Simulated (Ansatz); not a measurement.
**AlSiH (singlet): inputs that go wrong at angle Si1–Al2–H3 = 141.2°**

5 inputs are run for AlSiH (singlet) as typed; the log has to tell whether the result can be used and what must change.

The runs use Ansatz 0.2.0, Gaussian basis; the settings change from run to run.

11 further runs of the same task are left out: 7 that didn't finish, 4 set aside as unsound or not needed.

### 1 The geometry

The geometry derives from a PBE0/def2-TZVP stationary point (not a proven minimum). One angle is set to the value named; bond lengths are kept.

3 atoms, charge 0, spin multiplicity 1.

Atoms are counted from 1 here; the program's logs count them from 0.

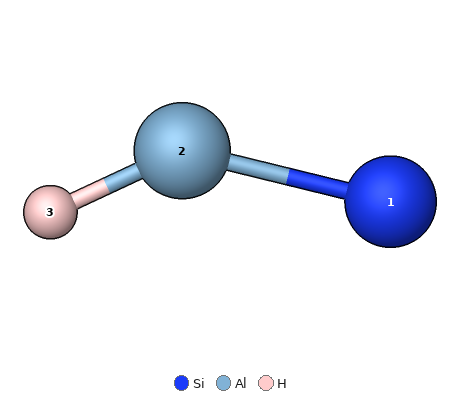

The geometry (silicon blue, aluminium light blue, hydrogen pink); atoms are numbered from 1 in the order of the file.

### 2 Input 1

File in.yaml:

```yaml
crystal:
  periodic: [false, false, false]
  atoms:
    - {symbol: Si, position_ang: [0.380730, 0.000000, 1.135219]}
    - {symbol: Al, position_ang: [-0.401112, 0.000000, -1.084943]}
    - {symbol: H, position_ang: [0.128620, 0.000000, -2.589200]}
basis:
  gaussian: {orbitals: 6-31G}
correlation: {active_space: {window: {electrons: 6, orbitals: 3}, fixed_orbitals: true, states: [{multiplicity: 1, weights: [1, 1]}]}}
accuracy: high
```

Run with:

```sh
$ ansatz run in.yaml --threads 1 --pin off --events-out ev --progress --plain --max-ram 2393MiB
```

The log of the run:

```text
Functional definition: HF
  name "HF"
  cite "Fock, Z. Phys. 61, 126 (1930) doi:10.1007/BF01340294"
  parent pbe
  exchange = exact_x
  correlation = 0
578 factors; integrals over basis functions are off by at most 3.4e-9 eV
mean field evaluation 1: about -14455.3620 eV, gradient 6.4e0 eV
mean field evaluation 2: about -14455.3648 eV, gradient 6.4e0 eV
mean field evaluation 4: about -14455.6944 eV, gradient 8.5e-1 eV
mean field evaluation 8: about -14455.7045 eV, gradient 7.6e-3 eV
mean field evaluation 16: about -14455.7109 eV, gradient 2.1e-1 eV
mean field evaluation 32: about -14455.7656 eV, gradient 1.5e-8 eV
mean field evaluation 64: about -14455.7055 eV, gradient 6.0e-1 eV
mean field evaluation 96: about -14455.7045 eV, gradient 7.6e-4 eV
mean field evaluation 128: about -14435.8822 eV, gradient 1.7e1 eV
mean field -14455.76556093 eV, -531.2395858943 hartree, gradient 4.4e-9 eV, S^2 0.000000; 9 other end points of the search recorded, 0 dependent functions left out
reference -14455.76556093 eV, -531.2395858943 hartree; 14, 14 occupied and 14, 14 virtual orbitals, 578 factors
Error: 2 states are sought, and the space of determinants holds 1 states of this symmetry and spin
```

Run time: 0.69 s. Hardware: 1 thread of Arm Neoverse V1, shared host.

What is wrong: The run stopped with an error. It says: «2 states are sought, and the space of determinants holds 1 states of this symmetry and spin». Cure: ask for fewer states or enlarge the space.

### 3 Input 2

File in.yaml:

```yaml
crystal:
  periodic: [false, false, false]
  atoms:
    - {symbol: Si, position_ang: [0.380730, 0.000000, 1.135219]}
    - {symbol: Al, position_ang: [-0.401112, 0.000000, -1.084943]}
    - {symbol: H, position_ang: [0.128620, 0.000000, -2.589200]}
basis:
  gaussian: {orbitals: 6-31G}
correlation: {active_space: {window: {electrons: 8, orbitals: 4}, fixed_orbitals: true, states: [{multiplicity: 1, weights: [1, 1]}], root: 1}}
accuracy: high
```

Same command.

The log of the run:

```text
Functional definition: HF
  name "HF"
  cite "Fock, Z. Phys. 61, 126 (1930) doi:10.1007/BF01340294"
  parent pbe
  exchange = exact_x
  correlation = 0
578 factors; integrals over basis functions are off by at most 3.4e-9 eV
mean field evaluation 1: about -14455.3620 eV, gradient 6.4e0 eV
mean field evaluation 2: about -14455.3648 eV, gradient 6.4e0 eV
mean field evaluation 4: about -14455.6944 eV, gradient 8.5e-1 eV
mean field evaluation 8: about -14455.7045 eV, gradient 7.6e-3 eV
mean field evaluation 16: about -14455.7109 eV, gradient 2.1e-1 eV
mean field evaluation 32: about -14455.7656 eV, gradient 1.5e-8 eV
mean field evaluation 64: about -14455.7055 eV, gradient 6.0e-1 eV
mean field evaluation 96: about -14455.7045 eV, gradient 7.6e-4 eV
mean field evaluation 128: about -14435.8822 eV, gradient 1.7e1 eV
mean field -14455.76556093 eV, -531.2395858943 hartree, gradient 4.4e-9 eV, S^2 0.000000; 9 other end points of the search recorded, 0 dependent functions left out
reference -14455.76556093 eV, -531.2395858943 hartree; 14, 14 occupied and 14, 14 virtual orbitals, 578 factors
Error: 2 states are sought, and the space of determinants holds 1 states of this symmetry and spin
```

Wall time 0.69 s (1 thread of Arm Neoverse V1, shared host).

Diagnosis: The run stopped with an error. It says: «2 states are sought, and the space of determinants holds 1 states of this symmetry and spin». Cure: ask for fewer states or enlarge the space.

### 4 Input 3

File in.yaml:

```yaml
crystal:
  periodic: [false, false, false]
  atoms:
    - {symbol: Si, position_ang: [0.380730, 0.000000, 1.135219]}
    - {symbol: Al, position_ang: [-0.401112, 0.000000, -1.084943]}
    - {symbol: H, position_ang: [0.128620, 0.000000, -2.589200]}
basis:
  gaussian: {orbitals: 6-31G}
correlation: {active_space: {window: {electrons: 2, orbitals: 2}, states: [{multiplicity: 1, irrep: E1u, weights: [1]}]}}
accuracy: high
```

The command is unchanged.

The log of the run:

```text
Functional definition: HF
  name "HF"
  cite "Fock, Z. Phys. 61, 126 (1930) doi:10.1007/BF01340294"
  parent pbe
  exchange = exact_x
  correlation = 0
the irreps are read with x along [1.000, -0.000, 0.000], y along [0.000, 0.000, -1.000] and z along [0.000, 1.000, 0.000] of the geometry given
578 factors; integrals over basis functions are off by at most 3.4e-9 eV
mean field evaluation 1: about -14455.3620 eV, gradient 6.4e0 eV
mean field evaluation 2: about -14455.3648 eV, gradient 6.4e0 eV
mean field evaluation 4: about -14455.6944 eV, gradient 8.5e-1 eV
mean field evaluation 8: about -14455.7045 eV, gradient 7.6e-3 eV
mean field evaluation 16: about -14455.7109 eV, gradient 2.1e-1 eV
mean field evaluation 32: about -14455.7656 eV, gradient 1.5e-8 eV
mean field evaluation 64: about -14455.7055 eV, gradient 6.0e-1 eV
mean field evaluation 96: about -14455.7045 eV, gradient 7.6e-4 eV
mean field evaluation 128: about -14435.8822 eV, gradient 1.7e1 eV
mean field -14455.76556093 eV, -531.2395858943 hartree, gradient 4.4e-9 eV, S^2 0.000000; 9 other end points of the search recorded, 0 dependent functions left out
reference -14455.76556093 eV, -531.2395858943 hartree; 14, 14 occupied and 14, 14 virtual orbitals, 578 factors
Error: the irrep E1u is not accepted for these orbitals, which take A', A'', or 1 to 2
```

It took 0.72 s on 1 thread of Arm Neoverse V1, shared host.

What is wrong: The run stopped with an error. The symmetry label isn't in the molecule's group. Cure: name an irrep that the log lists.

### 5 Input 4

File in.yaml:

```yaml
crystal:
  periodic: [false, false, false]
  atoms:
    - {symbol: Si, position_ang: [0.380730, 0.000000, 1.135219]}
    - {symbol: Al, position_ang: [-0.401112, 0.000000, -1.084943]}
    - {symbol: H, position_ang: [0.128620, 0.000000, -2.589200]}
basis:
  gaussian: {orbitals: 6-31G}
magnetization: {spin_polarized: false}
correlation: {method: ccsd_t, frozen_orbitals: {Si: 0}}
```

Launched as before.

The log of the run:

```text
Functional definition: HF
  name "HF"
  cite "Fock, Z. Phys. 61, 126 (1930) doi:10.1007/BF01340294"
  parent pbe
  exchange = exact_x
  correlation = 0
Error: "frozen_orbitals" has no count for Al
```

Run time: 0.03 s. Hardware: 1 thread of Arm Neoverse V1, shared host.

Diagnosis: The run was refused. The frozen-orbital counts are incomplete or too large. Fix: leave frozen_orbitals out, or give each element a count that its core has.

### 6 Input 5

File in.yaml:

```yaml
crystal:
  periodic: [false, false, false]
  atoms:
    - {symbol: Si, position_ang: [0.380730, 0.000000, 1.135219]}
    - {symbol: Al, position_ang: [-0.401112, 0.000000, -1.084943]}
    - {symbol: H, position_ang: [0.128620, 0.000000, -2.589200]}
basis:
  gaussian: {orbitals: 6-31G, fitting: {mean_field: def2-universal-jkfit}}
correlation: {method: sc_nevpt2, electrons: valence, active_space: {window: {electrons: 3, orbitals: 2}}}
accuracy: high
```

The command is unchanged.

The log of the run:

```text
Functional definition: HF
  name "HF"
  cite "Fock, Z. Phys. 61, 126 (1930) doi:10.1007/BF01340294"
  parent pbe
  exchange = exact_x
  correlation = 0
274 factors; integrals over basis functions are off by at most 9.7e-2 eV
mean field evaluation 1: about -14455.3661 eV, gradient 6.4e0 eV
mean field evaluation 2: about -14455.6594 eV, gradient 1.9e0 eV
mean field evaluation 4: about -14455.7015 eV, gradient 2.9e-1 eV
mean field evaluation 8: about -14455.7106 eV, gradient 2.1e-1 eV
mean field evaluation 16: about -14455.7658 eV, gradient 1.0e-7 eV
mean field evaluation 32: about -14455.0892 eV, gradient 7.4e0 eV
mean field evaluation 64: about -14448.3452 eV, gradient 1.8e1 eV
mean field -14455.76583279 eV, -531.2395958850 hartree, gradient 7.1e-8 eV, S^2 0.000000; 9 other end points of the search recorded, 0 dependent functions left out; unrestricted orbitals would lower it
reference -14455.76583279 eV, -531.2395958850 hartree; 14, 14 occupied and 14, 14 virtual orbitals, 274 factors
Error: 3 electrons in 2 orbitals form no window around the highest filled level of the reference
```

Run time: 0.39 s. Hardware: 1 thread of Arm Neoverse V1, shared host.

What is wrong: The run stopped with an error. The active window can't be built from these electrons and orbitals. Fix: choose counts that fit the spin, the electrons and the basis.

### 7 Summary

```csv
input,level,ended,cause,time
1,"CASCI(6,3)/6-31G",stopped by an error,"2 states are sought, and the space of determinants holds 1 states of this symmetry and spin",0.69 s
2,"CASCI(8,4)/6-31G",stopped by an error,"2 states are sought, and the space of determinants holds 1 states of this symmetry and spin",0.69 s
3,"CASSCF(2,2)/6-31G",stopped by an error,the symmetry label isn't in the molecule's group,0.72 s
4,CCSD(T) on RHF/6-31G,refused,the frozen-orbital counts are incomplete or too large,0.03 s
5,"NEVPT2(3,2)/6-31G",stopped by an error,the active window can't be built from these electrons and orbitals,0.39 s
```

4 stopped by an error, 1 refused.
